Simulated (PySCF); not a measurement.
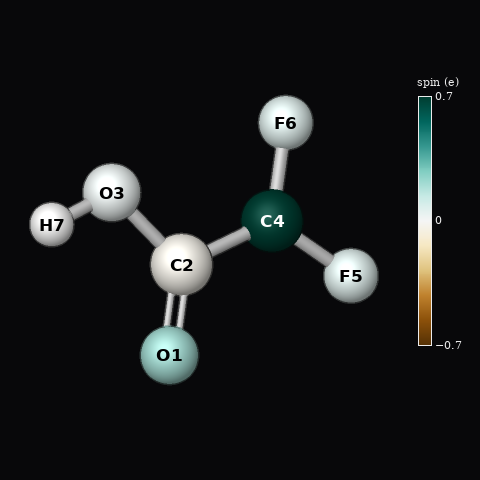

Atoms are coloured by their Mulliken spin populations. Charge 0, doublet. The computed structure is the end point of a GFN2-xTB optimisation. No frequency run is at hand to confirm it as a minimum. Properties computed with UKS B3LYP, pcH-1 on C F H O, non-relativistic (PySCF 2.14.0).

Which atom carries the largest spin population?

C4 (0.69 e).

Which atom has the lowest spin population?

C2 (−0.03 e); a negative value comes from spin polarisation.

List the Mulliken spin populations.

| atom | value (e) |
| --- | --- |
| O1 | 0.20 |
| C2 | −0.03 |
| O3 | 0.02 |
| C4 | 0.69 |
| F5 | 0.06 |
| F6 | 0.06 |
| H7 | 0.00 |

Mulliken values depend strongly on the basis set.
